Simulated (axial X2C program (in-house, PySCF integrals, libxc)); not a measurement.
# RbAs: from the state search to constants

What are the state, bond length, wavenumber and bond energy of RbAs, and what does spin–orbit coupling change?

Program: an in-house X2C program for linear molecules on PySCF integrals. Level of theory: all-electron X2C, Rb dyall-cv3z, As dyall-cv3z. These are calculated values, not measurements.

## Step 1: Set-up

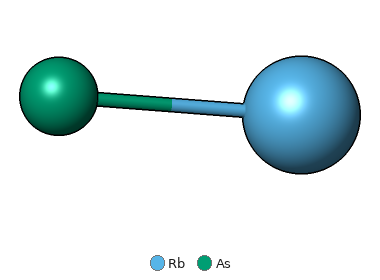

The two atoms at 3.310 Å (rubidium blue, arsenic teal).

The input, task.json:

```json
{"zs": [37, 33], "q": 0, "bas": ["dyall-cv3z", "dyall-cv3z"], "levels": ["PBE0", "HF", "PBE50"], "cc": true, "r0": 3.31, "thr": -2.0, "nmax": 90, "npts": 10, "nst": 2, "ntry": 6}
```

Keys: zs atomic numbers; q charge; bas basis sets; levels methods (HF also brings MP2); cc coupled cluster on or off; r0 starting distance in Å; thr threshold in hartree for freezing inner shells (an s shell follows its p shell); nmax most natural virtual spinors; npts points asked for on the curve; nst determinants followed; ntry starts of the search.

Run with:

```
$ python so2c.py task.json out
```

Spin-free means the one-electron spin-free X2C Hamiltonian; two-component (2c) means X2C with spin–orbit coupling and atomic mean-field two-electron Coulomb and Gaunt terms. Basis: Rb dyall-cv3z contracted to [12s13p8d4f1g], As dyall-cv3z contracted to [9s9p6d4f1g]; Gaussian nuclei, density fitting. Masses: Rb 84.912 u, As 74.922 u.

Notation: σ, π±, δ± give the projection m of an orbital's angular momentum (0, ±1, ±2), α and β its spin, Λ and M_S the sums; ω is the projection of a spinor's total angular momentum and Ω the sum. Logs are in hartree.

The results follow Hamiltonian by Hamiltonian and level by level.

## Step 2: Which state to follow

Determinants are compared with PBE0 at 3.310 Å.

Spin-free determinants:

```
ΔE (eV)           state                              open shells
   0.00  M_S = 1, Λ = 0           beyond closed shells: π+α, π-α
   0.49  M_S = 1, Λ = 1  beyond closed shells: σα, π+α, π+β, π-α
   0.77  M_S = 0, Λ = 1  beyond closed shells: σβ, π+α, π+β, π-α
   0.89  M_S = 0, Λ = 0           beyond closed shells: π+β, π-α
   0.89  M_S = 0, Λ = 2           beyond closed shells: π+α, π+β
   1.49  M_S = 2, Λ = 0   beyond closed shells: 2 × σα, π+α, π-α
   2.03  M_S = 0, Λ = 0                             closed shell
```

Two-component determinants:

```csv
ΔE (eV),state,open shells
0.00,Ω = 1,"excess of +ω over −ω: ω = -1/2, ω = 3/2"
0.42,Ω = 2,"excess of +ω over −ω: ω = 1/2, ω = 3/2"
0.75,Ω = 0,closed shell
0.85,Ω = 1,excess of +ω over −ω: 2 × ω = 1/2
0.90,Ω = 0,closed shell
2.22,Ω = 0,"excess of +ω over −ω: 3 × ω = 1/2, ω = -3/2"
2.66,Ω = 1,excess of +ω over −ω: 2 × ω = 1/2
```

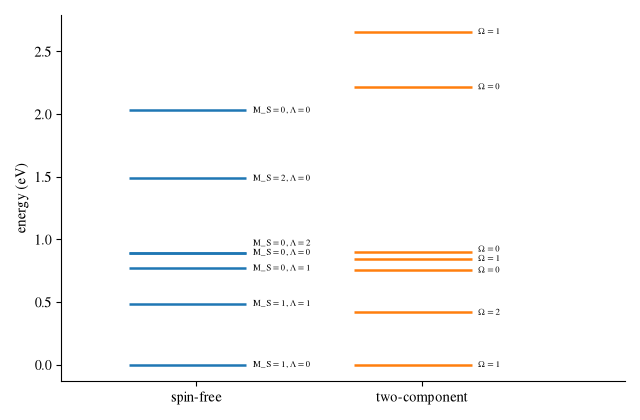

The determinants found, each set from its own lowest.

## Step 3: PBE0, spin-free

State followed: M_S = 1, Λ = 0 (beyond closed shells: π+α, π-α). The scan is laid around 3.247 Å, a first estimate of the minimum, and this SCF restarts from the orbitals of the search.

Output at 3.247 Å:

```text
spin-free X2C-1e  PBE0
basis functions 231  fitting functions 1263  grid points 5807
iter        total energy     max residual
   1      -5241.198837838     5.45e-01
   2      -5241.284753810     2.12e-03
   3      -5241.284795176     1.66e-03
   4      -5241.284875588     5.47e-04
   5      -5241.284877289     1.39e-04
   6      -5241.284877762     2.43e-05
   7      -5241.284877832     1.02e-05
   8      -5241.284877862     5.09e-06
   9      -5241.284877873     2.67e-06
  10      -5241.284877875     5.62e-07
converged
one-electron -7679.56062595  Coulomb 2424.77886295  exact exchange -45.60691598  xc functional -139.88769090  nuclear repulsion 198.99149200
```

Along the bond, energies from the lowest point:

| R (Å) | E (eV) | μ (D) | HOMO (eV) | LUMO (eV) | iterations |
| --- | --- | --- | --- | --- | --- |
| 2.825 | 0.3268 | -8.14 | -3.66 | -1.49 | 11 |
| 2.955 | 0.1340 | -8.59 | -3.66 | -1.38 | 11 |
| 3.052 | 0.0524 | -8.89 | -3.65 | -1.31 | 11 |
| 3.150 | 0.0108 | -9.18 | -3.63 | -1.33 | 11 |
| 3.247 | 0.0000 | -9.44 | -3.60 | -1.38 | 10 |
| 3.361 | 0.0159 | -9.73 | -3.57 | -1.44 | 11 |
| 3.474 | 0.0545 | -9.97 | -3.53 | -1.50 | 11 |
| 3.620 | 0.1254 | -10.22 | -3.47 | -1.56 | 11 |
| 3.799 | 0.2310 | -10.40 | -3.41 | -1.64 | 11 |

Dipoles are positive if As is the positive end.

Outer orbitals at the reference distance:

| symmetry | occupied | ε (eV) | atomic character |
| --- | --- | --- | --- |
| σβ | yes | -34.86 | 100% Rb s |
| σα | yes | -34.86 | 100% Rb s |
| π-β | yes | -17.82 | 100% Rb p |
| π+β | yes | -17.82 | 100% Rb p |
| π+α | yes | -17.82 | 100% Rb p |
| π-α | yes | -17.82 | 100% Rb p |
| σα | yes | -17.71 | 98% Rb p |
| σβ | yes | -17.70 | 99% Rb p |
| σα | yes | -14.32 | 87% As s, 6% Rb p, 5% Rb d |
| σβ | yes | -12.21 | 87% As s, 5% Rb p, 5% Rb d |
| π+α | yes | -4.91 | 93% As p, 4% Rb d, 2% Rb p |
| π-α | yes | -4.91 | 93% As p, 4% Rb d, 2% Rb p |
| σα | yes | -4.31 | 84% As p, 9% Rb s, 3% Rb d |
| σβ | yes | -3.60 | 77% As p, 17% Rb s, 3% Rb d |
| σβ | no | -1.38 | 67% Rb s, 22% Rb p, 9% As p |
| σα | no | -1.32 | 78% Rb s, 16% Rb p, 4% As p |
| π+β | no | -1.20 | 78% As p, 13% Rb p, 9% Rb d |
| π-β | no | -1.20 | 78% As p, 13% Rb p, 9% Rb d |

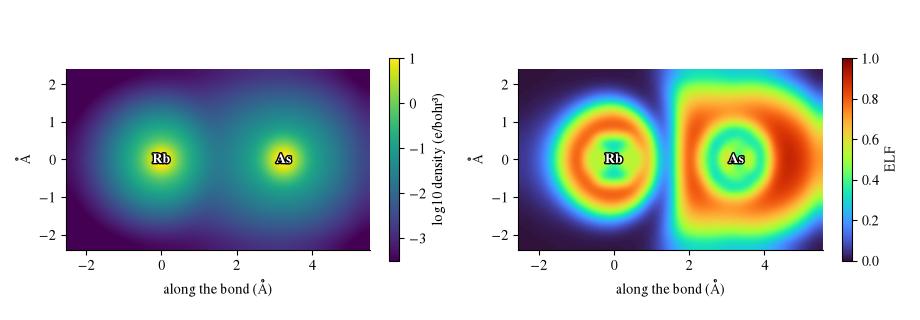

PBE0 fields in a plane through the axis, from a grid of 0.3 Å; Rb lies at z = 0 and As at z = 3.247 Å; the ELF is damped to zero where the density is low.

Re = 3.240 Å, ωe = 130.2 cm⁻¹, ωexe = 0.402 cm⁻¹, Be = 0.04035 cm⁻¹, De = 1.24 eV, μ = -9.42 D.

## Step 4: HF, spin-free

Output at 3.247 Å:

```text
spin-free X2C-1e  HF
basis functions 231  fitting functions 1263  grid points 5807
iter        total energy     max residual
   1      -5238.217934918     1.85e-01
   2      -5238.247222166     7.52e-03
   3      -5238.248126531     5.55e-03
   4      -5238.248313010     1.22e-03
   5      -5238.248376226     4.75e-04
   6      -5238.248401034     3.25e-04
   7      -5238.248411416     2.20e-04
   8      -5238.248420328     1.17e-04
   9      -5238.248425565     5.17e-05
  10      -5238.248426594     1.67e-05
  11      -5238.248426662     7.04e-06
  12      -5238.248426670     2.37e-06
  13      -5238.248426671     1.02e-06
converged
one-electron -7679.90401042  Coulomb 2425.25086337  exact exchange -182.58677162  xc functional 0.00000000  nuclear repulsion 198.99149200
```

No constants are quoted: the solution changes its character somewhere along the scan, so the fit is set aside.

## Step 5: PBE50, spin-free

The SCF at the reference distance of 3.247 Å:

```text
spin-free X2C-1e  PBE50
basis functions 231  fitting functions 1263  grid points 5807
iter        total energy     max residual
   1      -5241.390134962     6.16e-02
   2      -5241.394269425     4.89e-03
   3      -5241.394360260     6.69e-03
   4      -5241.394577402     3.26e-04
   5      -5241.394585923     1.81e-04
   6      -5241.394589356     1.14e-04
   7      -5241.394591953     5.24e-05
   8      -5241.394592685     2.16e-05
   9      -5241.394592822     4.94e-06
  10      -5241.394592827     1.56e-06
  11      -5241.394592827     4.38e-07
converged
one-electron -7680.36607304  Coulomb 2425.65076775  exact exchange -91.25611184  xc functional -94.41466771  nuclear repulsion 198.99149200
```

Re = 3.225 Å, ωe = 135.8 cm⁻¹, ωexe = 0.366 cm⁻¹, Be = 0.04071 cm⁻¹, De = 1.19 eV, μ = -10.39 D.

## Step 6: Correlated methods, spin-free

Correlated methods: 14 electrons correlated (frozen shells, counted by type: Rb 3 s, 2 p, 1 d; As 3 s, 2 p, 1 d), 296 virtual spinors in MP2.

Output of the correlated part at 3.247 Å:

```text
correlated 14  virtual 296  natural virtual 90  E(MP2) -0.292126137  MP2 remainder -0.014787145
iter   CCSD correlation   residual
   1     -0.302388227   1.00e-01
   2     -0.309224747   3.14e-02
   3     -0.309566106   9.40e-03
   4     -0.309570141   4.20e-03
   5     -0.309569154   1.63e-03
   6     -0.309566404   6.76e-04
   7     -0.309567768   2.37e-04
   8     -0.309568042   7.73e-05
   9     -0.309567693   3.10e-05
  10     -0.309567737   1.47e-05
  11     -0.309567731   6.28e-06
(T) -0.009911162  T1 0.0131  D1 0.0360  max T2 0.056
```

T1 in the output is the amplitude norm over the root of the electron number; divide by √2 for the Lee–Taylor value.

Coupled cluster ran at too few distances for a curve.

MP2: No constants are quoted: the reference changes its character somewhere along the scan, so the fit is set aside.

## Step 7: A higher determinant, spin-free

State: M_S = 1, Λ = 1 (beyond closed shells: σα, π+α, π+β, π-α).

Output at the reference distance:

```text
spin-free X2C-1e  PBE0
basis functions 231  fitting functions 1263  grid points 5807
iter        total energy     max residual
   1      -5241.186218085     5.23e-01
   2      -5241.267869637     1.98e-03
   3      -5241.267919788     1.75e-03
   4      -5241.267963993     3.10e-04
   5      -5241.267964346     1.12e-04
   6      -5241.267964496     2.54e-05
   7      -5241.267964506     5.12e-06
   8      -5241.267964506     3.08e-06
converged
one-electron -7679.00084048  Coulomb 2424.22150105  exact exchange -45.60434294  xc functional -139.87577415  nuclear repulsion 198.99149200
```

| R (Å) | E above the lowest PBE0 point (eV) |
| --- | --- |
| 2.825 | 0.477 |
| 2.955 | 0.410 |
| 3.052 | 0.403 |
| 3.150 | 0.421 |
| 3.247 | 0.460 |
| 3.361 | 0.523 |
| 3.474 | 0.599 |
| 3.620 | 0.709 |
| 3.799 | 0.852 |

Re = 3.027 Å, ωe = 143.2 cm⁻¹, ωexe = 0.391 cm⁻¹, Be = 0.04623 cm⁻¹, μ = -10.19 D. Te = 0.40 eV.

## Step 8: The spin-free curves together

Energy (eV) of the followed determinant, spin-free, from each level's lowest point:

| R (Å) | PBE0 | HF (jumps) | MP2 (its reference jumps) | PBE50 |
| --- | --- | --- | --- | --- |
| 2.825 | 0.327 | 0.523 | 0.362 | 0.324 |
| 2.955 | 0.134 | 0.256 | 0.153 | 0.128 |
| 3.052 | 0.052 | 0.130 | 0.062 | 0.047 |
| 3.150 | 0.011 | 0.052 | 0.015 | 0.008 |
| 3.247 | 0.000 | 0.011 | 0.000 | 0.000 |
| 3.361 | 0.016 | 0.000 | 0.013 | 0.021 |
| 3.474 | 0.054 | 0.017 | 0.050 | 0.066 |
| 3.620 | 0.125 | 0.067 | 0.120 | 0.146 |
| 3.799 | 0.231 | 0.143 | 0.260 | 0.265 |

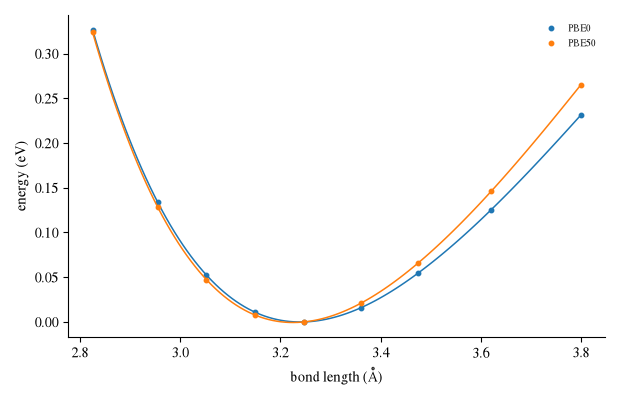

Curves of the followed state, spin-free, each from its own lowest point. Left out: HF, MP2.

## Step 9: PBE0, 2c

State followed: Ω = 1 (excess of +ω over −ω: ω = -1/2, ω = 3/2). The scan is laid around 3.247 Å, a first estimate of the minimum, and this SCF restarts from the orbitals of the search.

Output at 3.247 Å:

```text
two-component X2C + atomic mean field  PBE0
basis functions 231  fitting functions 1263  grid points 5807
iter        total energy     max residual
   1      -5239.373728343     5.45e-01
   2      -5239.459672679     2.12e-03
   3      -5239.459714278     1.67e-03
   4      -5239.459794419     5.47e-04
   5      -5239.459796145     1.39e-04
   6      -5239.459796636     2.48e-05
   7      -5239.459796719     1.09e-05
   8      -5239.459796760     5.30e-06
   9      -5239.459796775     2.63e-06
  10      -5239.459796777     7.88e-07
  11      -5239.459796778     5.29e-07
converged
one-electron -7674.79314871  Coulomb 2423.77328552  exact exchange -45.58736234  xc functional -139.82825517  nuclear repulsion 198.99149200  atomic mean-field constant -2.01580808
```

Along the bond, energies from the lowest point:

| R (Å) | E (eV) | μ (D) | HOMO (eV) | LUMO (eV) | iterations |
| --- | --- | --- | --- | --- | --- |
| 2.825 | 0.3242 | -8.15 | -3.67 | -1.56 | 13 |
| 2.955 | 0.1328 | -8.59 | -3.67 | -1.45 | 12 |
| 3.052 | 0.0518 | -8.89 | -3.65 | -1.38 | 11 |
| 3.150 | 0.0105 | -9.18 | -3.63 | -1.34 | 11 |
| 3.247 | 0.0000 | -9.44 | -3.60 | -1.39 | 11 |
| 3.361 | 0.0160 | -9.72 | -3.57 | -1.44 | 11 |
| 3.474 | 0.0547 | -9.97 | -3.53 | -1.50 | 11 |
| 3.620 | 0.1255 | -10.21 | -3.47 | -1.56 | 11 |
| 3.799 | 0.2310 | -10.39 | -3.41 | -1.64 | 11 |

Dipoles are positive if As is the positive end.

Outer spinors at the reference distance:

```csv
ω,occupied,ε (eV),atomic character,λ mixture
-1/2,yes,-34.87,100% Rb s,100% σ
1/2,yes,-34.87,100% Rb s,100% σ
1/2,yes,-18.37,100% Rb p,"72% π, 28% σ"
-1/2,yes,-18.37,100% Rb p,"72% π, 28% σ"
-3/2,yes,-17.53,100% Rb p,100% π
3/2,yes,-17.53,100% Rb p,100% π
1/2,yes,-17.46,98% Rb p,"72% σ, 28% π"
-1/2,yes,-17.45,99% Rb p,"72% σ, 28% π"
1/2,yes,-14.31,"87% As s, 6% Rb p, 5% Rb d",100% σ
-1/2,yes,-12.22,"87% As s, 5% Rb p, 5% Rb d",100% σ
-1/2,yes,-4.99,"93% As p, 4% Rb d, 2% Rb p",100% π
3/2,yes,-4.82,"93% As p, 5% Rb d, 2% Rb p",100% π
1/2,yes,-4.32,"84% As p, 9% Rb s, 3% Rb d","99% σ, 1% π"
-1/2,yes,-3.60,"77% As p, 17% Rb s, 3% Rb d",100% σ
-1/2,no,-1.39,"67% Rb s, 22% Rb p, 9% As p",100% σ
1/2,no,-1.34,"66% Rb s, 16% As p, 14% Rb p","83% σ, 17% π"
1/2,no,-1.23,"67% As p, 14% Rb p, 12% Rb s","82% π, 18% σ"
-3/2,no,-1.14,"77% As p, 14% Rb p, 9% Rb d",100% π
```

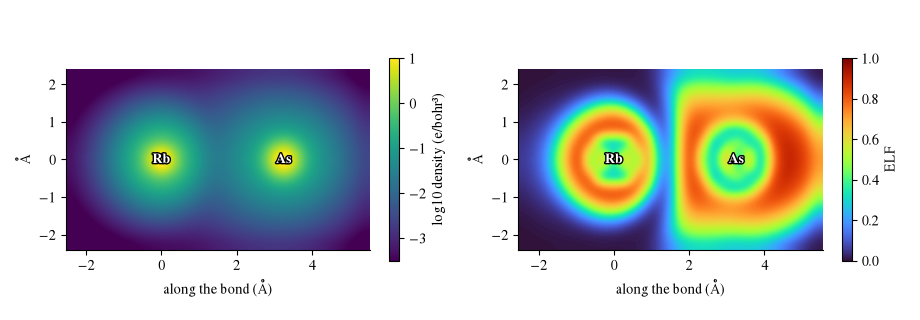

PBE0 fields in a plane through the axis, from a grid of 0.3 Å; Rb lies at z = 0 and As at z = 3.247 Å; the ELF is damped to zero where the density is low.

Re = 3.239 Å, ωe = 130.1 cm⁻¹, ωexe = 0.404 cm⁻¹, Be = 0.04037 cm⁻¹, De = 1.24 eV, μ = -9.42 D.

## Step 10: HF, 2c

Output at 3.247 Å:

```text
two-component X2C + atomic mean field  HF
basis functions 231  fitting functions 1263  grid points 5807
iter        total energy     max residual
   1      -5236.393628622     1.86e-01
   2      -5236.422942092     7.53e-03
   3      -5236.423862130     5.55e-03
   4      -5236.424054412     1.22e-03
   5      -5236.424125506     4.86e-04
   6      -5236.424158699     3.33e-04
   7      -5236.424176062     2.82e-04
   8      -5236.424196189     2.49e-04
   9      -5236.424214493     1.92e-04
  10      -5236.424222601     1.46e-04
  11      -5236.424226185     1.18e-04
  12      -5236.424230273     7.57e-05
  13      -5236.424232993     2.52e-05
  14      -5236.424233370     8.36e-06
  15      -5236.424233407     3.95e-06
  16      -5236.424233412     1.15e-06
  17      -5236.424233412     4.39e-07
converged
one-electron -7675.13567535  Coulomb 2424.24427203  exact exchange -182.50851401  xc functional 0.00000000  nuclear repulsion 198.99149200  atomic mean-field constant -2.01580808
```

No constants are quoted: the solution changes its character somewhere along the scan, so the fit is set aside.

## Step 11: PBE50, 2c

The SCF at the reference distance of 3.247 Å:

```text
two-component X2C + atomic mean field  PBE50
basis functions 231  fitting functions 1263  grid points 5807
iter        total energy     max residual
   1      -5239.565312304     6.18e-02
   2      -5239.569452959     4.90e-03
   3      -5239.569547459     6.69e-03
   4      -5239.569765075     3.29e-04
   5      -5239.569775397     1.82e-04
   6      -5239.569780171     1.17e-04
   7      -5239.569784679     8.28e-05
   8      -5239.569786651     5.82e-05
   9      -5239.569787428     3.46e-05
  10      -5239.569787662     2.25e-05
  11      -5239.569787806     1.08e-05
  12      -5239.569787851     2.04e-06
  13      -5239.569787853     3.17e-07
  14      -5239.569787853     1.07e-07
converged
one-electron -7675.59789667  Coulomb 2424.64434295  exact exchange -91.21695631  xc functional -94.37496175  nuclear repulsion 198.99149200  atomic mean-field constant -2.01580808
```

Re = 3.224 Å, ωe = 135.7 cm⁻¹, ωexe = 0.367 cm⁻¹, Be = 0.04075 cm⁻¹, De = 1.19 eV, μ = -10.39 D.

## Step 12: Correlated methods, 2c

Correlated methods: 14 electrons correlated (frozen shells, counted by type: Rb 3 s, 2 p, 1 d; As 3 s, 2 p, 1 d), 296 virtual spinors in MP2.

Output of the correlated part at 3.247 Å:

```text
correlated 14  virtual 296  natural virtual 90  E(MP2) -0.291796402  MP2 remainder -0.014804675
iter   CCSD correlation   residual
   1     -0.302111450   1.01e-01
   2     -0.309027791   3.19e-02
   3     -0.309375929   9.91e-03
   4     -0.309385476   4.71e-03
   5     -0.309387681   2.12e-03
   6     -0.309386500   1.07e-03
   7     -0.309389864   5.97e-04
   8     -0.309390388   3.94e-04
   9     -0.309389564   2.59e-04
  10     -0.309391193   1.57e-04
  11     -0.309391849   1.03e-04
  12     -0.309392269   5.95e-05
  13     -0.309392243   2.56e-05
  14     -0.309392313   1.04e-05
  15     -0.309392342   5.00e-06
  16     -0.309392365   2.64e-06
  17     -0.309392368   1.50e-06
(T) -0.009895002  T1 0.0140  D1 0.0366  max T2 0.050
```

Coupled cluster ran at too few distances for a curve.

MP2: No constants are quoted: the reference changes its character somewhere along the scan, so the fit is set aside.

## Step 13: A higher determinant, 2c

State: Ω = 2 (excess of +ω over −ω: ω = 1/2, ω = 3/2).

Output at the reference distance:

```text
two-component X2C + atomic mean field  PBE0
basis functions 231  fitting functions 1263  grid points 5807
iter        total energy     max residual
   1      -5239.363592232     5.24e-01
   2      -5239.445362132     1.99e-03
   3      -5239.445412784     1.70e-03
   4      -5239.445456595     3.21e-04
   5      -5239.445457031     1.14e-04
   6      -5239.445457221     2.58e-05
   7      -5239.445457252     8.87e-06
   8      -5239.445457266     7.07e-06
   9      -5239.445457275     4.64e-06
  10      -5239.445457280     1.73e-06
  11      -5239.445457280     7.72e-07
converged
one-electron -7674.29265247  Coulomb 2423.27327716  exact exchange -45.58484330  xc functional -139.81692260  nuclear repulsion 198.99149200  atomic mean-field constant -2.01580808
```

| R (Å) | E above the lowest PBE0 point (eV) |
| --- | --- |
| 2.825 | 0.410 |
| 2.955 | 0.342 |
| 3.052 | 0.334 |
| 3.150 | 0.352 |
| 3.247 | 0.390 |
| 3.361 | 0.452 |
| 3.474 | 0.527 |
| 3.620 | 0.635 |
| 3.799 | 0.767 |

No constants are quoted: the solution changes its character somewhere along the scan, so the fit is set aside.

## Step 14: The 2c curves together

Energy (eV) of the followed determinant, 2c, from each level's lowest point:

| R (Å) | PBE0 | HF (jumps) | MP2 (its reference jumps) | PBE50 |
| --- | --- | --- | --- | --- |
| 2.825 | 0.324 | 0.508 | 0.374 | 0.319 |
| 2.955 | 0.133 | 0.249 | 0.157 | 0.126 |
| 3.052 | 0.052 | 0.126 | 0.064 | 0.046 |
| 3.150 | 0.011 | 0.050 | 0.015 | 0.007 |
| 3.247 | 0.000 | 0.011 | 0.000 | 0.000 |
| 3.361 | 0.016 | 0.000 | 0.013 | 0.021 |
| 3.474 | 0.055 | 0.018 | 0.050 | 0.066 |
| 3.620 | 0.126 | 0.068 | 0.119 | 0.147 |
| 3.799 | 0.231 | 0.147 | 0.249 | 0.265 |

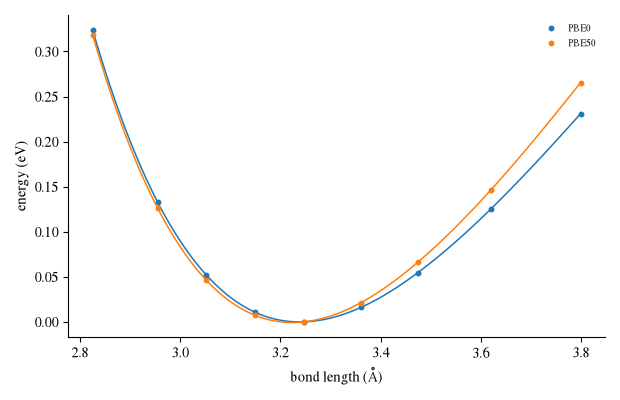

Curves of the followed state, 2c, each from its own lowest point. Left out: HF, MP2.

Time for the job: 3.5 min (1 thread of Intel Xeon Platinum 8259CL at 2.50GHz (Skylake/Cascade Lake), shared host).

## Step 15: Constants

Lowest determinant that the search found at its distance, spin-free: M_S = 1, Λ = 0 (beyond closed shells: π+α, π-α).

Lowest determinant that the search found at its distance, 2c: Ω = 1 (excess of +ω over −ω: ω = -1/2, ω = 3/2).

| Hamiltonian | level | Re (Å) | ωe (cm⁻¹) | De (eV) | μ (D) |
| --- | --- | --- | --- | --- | --- |
| spin-free | PBE0 | 3.240 | 130.2 | 1.24 | -9.42 |
| spin-free | PBE50 | 3.225 | 135.8 | 1.19 | -10.39 |
| 2c | PBE0 | 3.239 | 130.1 | 1.24 | -9.42 |
| 2c | PBE50 | 3.224 | 135.7 | 1.19 | -10.39 |

Dipoles are positive if As is the positive end. No constants: spin-free HF (the solution changes its character somewhere along the scan, so the fit is set aside); spin-free MP2 (the reference changes its character somewhere along the scan, so the fit is set aside); 2c HF (the solution changes its character somewhere along the scan, so the fit is set aside); 2c MP2 (the reference changes its character somewhere along the scan, so the fit is set aside).

Time per point (s) on 1 thread of Intel Xeon Platinum 8259CL at 2.50GHz (Skylake/Cascade Lake), shared host (2c runs); the times are rough: PBE0 1.7, PBE50 2.1.

At PBE0, going from spin-free to two-component changes Re by -1 mÅ, ωe by -0.1 %; the spin-free picture holds up (part of it comes from the scalar share of the two-electron terms). De moves by 0.00 eV; both De rest on single-determinant atoms, which can miss part of an open shell's spin–orbit lowering.

De refers to Rb + As, each in the lowest determinant found, which need not be this curve's own limit. Each curve is one determinant whose occupation by symmetry is held fixed; it was picked as the lowest of a PBE0 search that is not exhaustive. Dissociation energies refer to the lowest single-determinant-based atoms at the same level and basis. Density functionals use the spin component along the axis (collinear). With several unpaired electrons one determinant need not be a pure state.
